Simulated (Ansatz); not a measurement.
# Calculations on C2H10N2Si

**1. Relaxation**

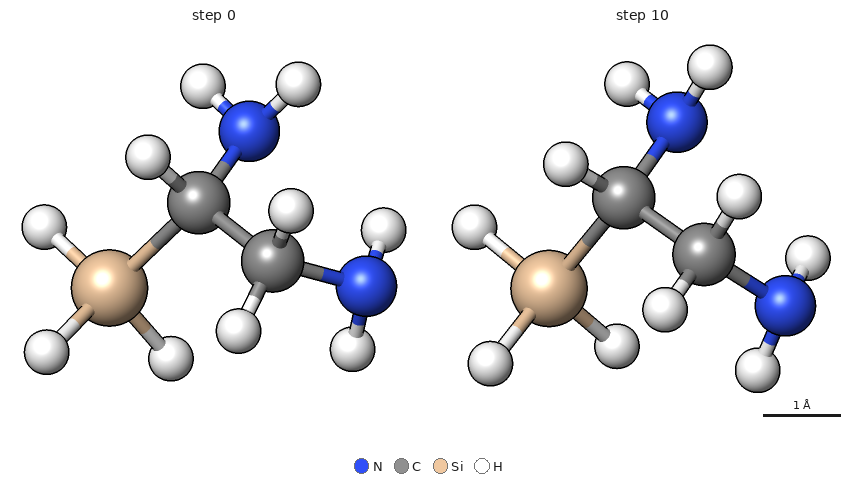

The structure of C₂H₁₀N₂Si before (left) and after (right) a relaxation, at one scale.

A ball-and-stick model, seen at a tilt.

The run prepares an end point of a later path (torsion) calculation, from a guessed geometry.

Computed with RKS PBE-D4/def2-SVP (Ansatz 0.2.0). (no spin polarisation; force threshold 0.015 eV/Å; at most 40 steps)

Describe what moved and what it gained.

Answer. Over 8 accepted moves (10 points after the start) the energy falls by 50.3 kJ/mol. The largest force component goes from 3 to 0.0069 eV/Å. The line search rejected the trial steps at points 3, 6 of the run. The forces were under the threshold at step 7, but the run went on from there. The atom that moves furthest after the best rigid fit is an H atom (0.43 Å). By element the largest moves are H 0.43 Å, N 0.30 Å, Si 0.16 Å, C 0.12 Å. Near-neighbour distances that change, for instance: H–N 1.096 → 1.028 Å, H–Si 1.446 → 1.508 Å, C–N 1.408 → 1.469 Å, H–N 0.989 → 1.027 Å. Among the angles between lasting bonds that change: N–C–H 106.4° → 114.3°, H–N–H 99.9° → 105.5°, C–C–H 114.5° → 109.7°. Groups turn about C–C by about 20°. The run took 22 s on 2 threads of Intel(R) Xeon(R) Platinum 8488C (Sapphire Rapids), on a shared host, peak memory 0.19 GiB.

**2. Relaxation**

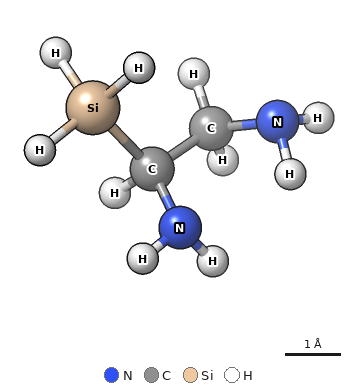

This is the input geometry for a relaxation of C₂H₁₀N₂Si. The picture is a ball-and-stick view, seen at a tilt.

The run prepares an end point of a later path (torsion) calculation, from a guessed geometry.

Computed with RKS PBE-D4/def2-SVP (Ansatz).

Input
```yaml
crystal:
  periodic: [false, false, false]
  atoms:
    - { symbol: "N", position_ang: [-1.2223, -0.1159, 1.6154] }
    - { symbol: C, position_ang: [0.1659, -0.1358, 1.3185] }
    - { symbol: C, position_ang: [0.87719, 1.1921, 1.72224] }
    - { symbol: "N", position_ang: [0.09964, 2.33326, 1.44813] }
    - { symbol: Si, position_ang: [1.57062, 1.20952, 3.49093] }
    - { symbol: H, position_ang: [-1.6341, 0.8401, 1.2735] }
    - { symbol: H, position_ang: [-1.691, -0.745, 0.9776] }
    - { symbol: H, position_ang: [0.25892, -0.2594, 0.23531] }
    - { symbol: H, position_ang: [0.64101, -1.07035, 1.74476] }
    - { symbol: H, position_ang: [1.77555, 1.25018, 1.04483] }
    - { symbol: H, position_ang: [-0.28157, 2.32358, 0.47439] }
    - { symbol: H, position_ang: [0.58279, 3.18786, 1.56583] }
    - { symbol: H, position_ang: [2.52892, 0.11611, 3.70599] }
    - { symbol: H, position_ang: [2.20652, 2.47786, 3.76971] }
    - { symbol: H, position_ang: [0.45867, 0.99564, 4.45622] }
basis:
  gaussian: { orbitals: def2-SVP }
hamiltonian:
  xc: pbe
  dispersion: d4
relax:
  f_tol: 0.015
  max_steps: 40
output:
  orbitals: {}
```

Launched with:
```bash
ansatz run input.yaml --threads 2 --pin off --max-ram 3072MiB --backend cpu --events-out ev --progress --plain --runs-dir out
```

What does the optimiser find from here?

Answer. After 11 geometry steps the energy has fallen by 72.1 kJ/mol. The largest force component goes from 2.9 to 0.01 eV/Å. The largest moves after the best rigid fit, 0.82 Å, are those of H7 and H13. By element the largest moves are H 0.82 Å, N 0.51 Å, Si 0.32 Å, C 0.25 Å. Among the contacts that change: Si5–H14 1.446 → 1.514 Å, N1–H6 1.096 → 1.030 Å, C3–N4 1.408 → 1.472 Å, N4–H12 0.989 → 1.028 Å. Among the angles between lasting bonds that change: N1–C2–H8 107.0° → 115.0°, N4–C3–H10 106.4° → 114.1°, H6–N1–H7 99.9° → 107.5°. Groups turn about C2–C3 by about 30°, C3–Si5 by about 20°.

The structure at the end:

```xyz
15

N    -0.8945   -0.2602    1.9831
C     0.2399   -0.0456    1.0943
C     0.9570    1.2355    1.5355
N     0.0935    2.3898    1.2397
Si    1.2660    1.1324    3.4328
H    -1.4963    0.5742    1.9303
H    -1.4597   -1.0676    1.6966
H    -0.0206    0.0417    0.0037
H     0.9416   -0.9039    1.1775
H     1.9601    1.2737    1.0358
H     0.0845    2.5669    0.2248
H     0.4632    3.2489    1.6660
H     1.7931   -0.2263    3.8004
H     2.3411    2.1460    3.7625
H     0.0679    1.4944    4.2603
```

The end point in the same view:

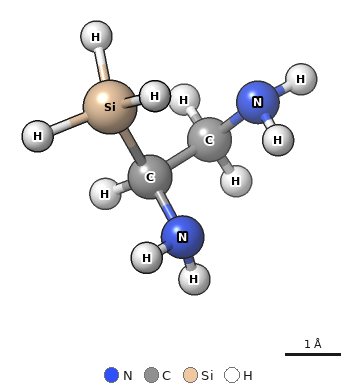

**3. Path**

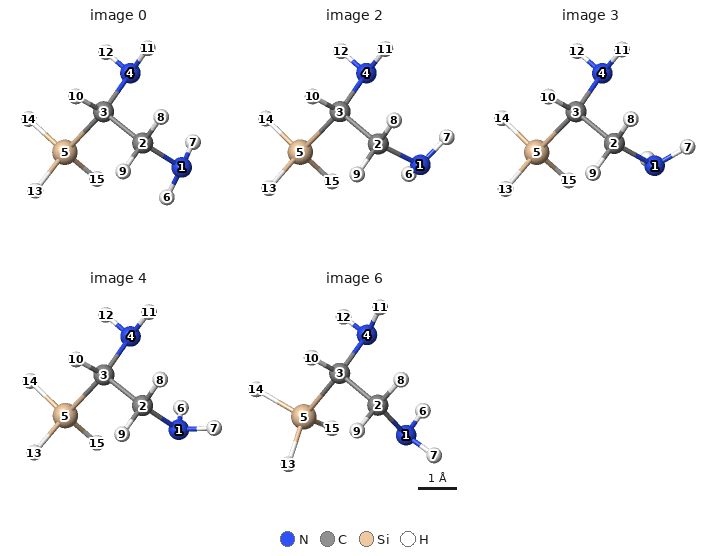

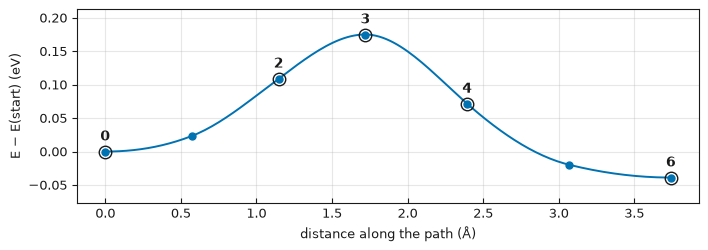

A search for the minimum-energy path of C2H10N2Si by the nudged elastic band. Images are numbered from 0 (start) to 6 (end). The picture is a ball-and-stick view, seen from a free direction.

All numbers below come from RKS PBE-D4/def2-SVP in Ansatz 0.2.0.

Input file:
```yaml
crystal:
  periodic: [false, false, false]
  atoms:
    - { symbol: "N", position_ang: [-1.222619, 0.17846, 1.573458] }
    - { symbol: C, position_ang: [0.150592, -0.228331, 1.315183] }
    - { symbol: C, position_ang: [0.542412, -0.406111, -0.173541] }
    - { symbol: "N", position_ang: [-0.360373, -1.395686, -0.77552] }
    - { symbol: Si, position_ang: [0.418396, 1.231024, -1.157363] }
    - { symbol: H, position_ang: [-1.353621, 1.166118, 1.319895] }
    - { symbol: H, position_ang: [-1.829056, -0.353215, 0.931233] }
    - { symbol: H, position_ang: [0.32634, -1.210045, 1.819307] }
    - { symbol: H, position_ang: [0.849369, 0.484182, 1.803867] }
    - { symbol: H, position_ang: [1.629101, -0.694171, -0.200976] }
    - { symbol: H, position_ang: [-0.215166, -2.316515, -0.335924] }
    - { symbol: H, position_ang: [-0.158702, -1.526089, -1.774335] }
    - { symbol: H, position_ang: [1.383843, 2.237005, -0.585977] }
    - { symbol: H, position_ang: [0.785897, 0.966705, -2.595571] }
    - { symbol: H, position_ang: [-0.967913, 1.81597, -1.134436] }
basis:
  gaussian: { orbitals: def2-SVP }
hamiltonian:
  xc: pbe
  dispersion: d4
neb:
  order_check: false
  images: 5
  f_tol: 0.03
  max_iterations: 60
  initial_path: idpp
  final_atoms:
    - { symbol: "N", position_ang: [-1.08248827, 0.51799011, 1.28999608] }
    - { symbol: C, position_ang: [0.17413679, -0.21810877, 1.24685465] }
    - { symbol: C, position_ang: [0.54534213, -0.44405189, -0.22325301] }
    - { symbol: "N", position_ang: [-0.40708194, -1.39834687, -0.81309938] }
    - { symbol: Si, position_ang: [0.42076747, 1.24181579, -1.14410153] }
    - { symbol: H, position_ang: [-1.78668142, -0.03381796, 0.77917995] }
    - { symbol: H, position_ang: [-1.4231454, 0.64075166, 2.25033714] }
    - { symbol: H, position_ang: [0.16162152, -1.21121745, 1.774647] }
    - { symbol: H, position_ang: [0.97102375, 0.38284803, 1.73639338] }
    - { symbol: H, position_ang: [1.61587317, -0.77395928, -0.27485821] }
    - { symbol: H, position_ang: [-0.21093299, -2.34726668, -0.46303883] }
    - { symbol: H, position_ang: [-0.29472992, -1.45236274, -1.83332972] }
    - { symbol: H, position_ang: [1.0683045, 2.32732572, -0.33087008] }
    - { symbol: H, position_ang: [1.20565521, 1.10294532, -2.43121342] }
    - { symbol: H, position_ang: [-0.97916461, 1.61475602, -1.53434403] }
```

Run as
```bash
ansatz run input.yaml --threads 2 --pin off --max-ram 3072MiB --backend cpu --events-out ev --progress --plain --runs-dir out
```

Describe the mechanism and the energy profile.

The motion is a rotation about the N1–C2 bond by about 130°. No bond forms or breaks between the ends. Among the angles between lasting bonds that change up to the highest image: C2–N1–H7 107.5° → 109.5°, C3–C2–H9 109.7° → 107.7°. The energy climbs by 0.175 eV to image 3 and then falls by 0.214 eV, so the end point sits at −0.039 eV. The band is converged. At the top, the vibrational analysis gives one imaginary mode (342i cm⁻¹), as a transition state must have.

The run took 88 s on 2 threads of Intel(R) Xeon(R) Platinum 8488C (Sapphire Rapids), with other jobs on the host, peak memory 0.19 GiB.
